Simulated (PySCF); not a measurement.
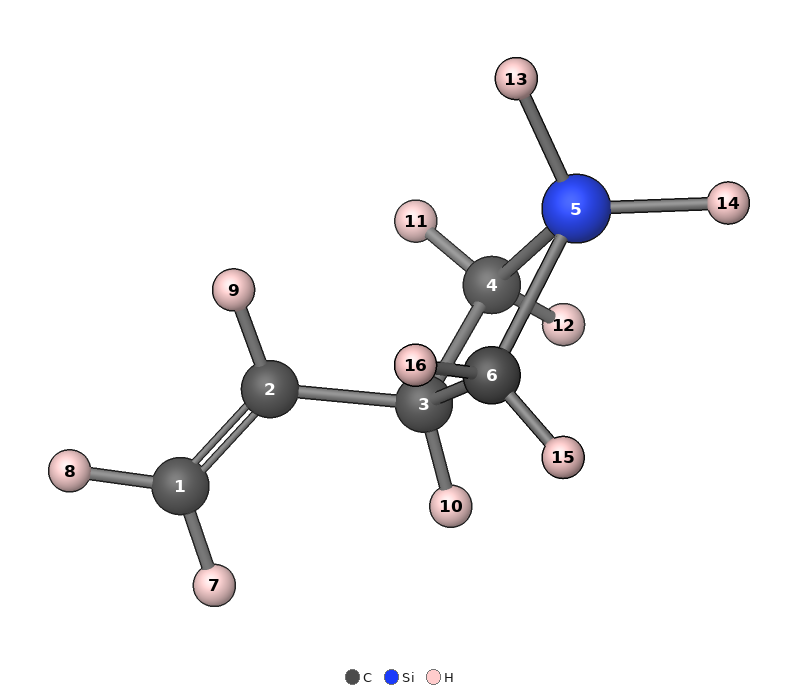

The atoms are numbered. The computed structure is the end point of a GFN2-xTB optimisation. No frequency run is at hand to confirm it as a minimum.

Estimate the angles C2–C1–H7, C2–C1–H8, C2–C3–C4, C2–C3–H10, C3–C4–Si5, C3–C4–H11, C3–C4–H12, C4–C3–H10, C4–Si5–C6, C4–Si5–H13, Si5–C4–H11, Si5–C4–H12.

```json
{"angle": "C2–C1–H7", "degrees": "121.6"}
{"angle": "C2–C1–H8", "degrees": "122.3"}
{"angle": "C2–C3–C4", "degrees": "111.7"}
{"angle": "C2–C3–H10", "degrees": "109.5"}
{"angle": "C3–C4–Si5", "degrees": "91.6"}
{"angle": "C3–C4–H11", "degrees": "112.8"}
{"angle": "C3–C4–H12", "degrees": "112.0"}
{"angle": "C4–C3–H10", "degrees": "112.1"}
{"angle": "C4–Si5–C6", "degrees": "76.7"}
{"angle": "C4–Si5–H13", "degrees": "115.8"}
{"angle": "Si5–C4–H11", "degrees": "117.5"}
{"angle": "Si5–C4–H12", "degrees": "115.4"}
```
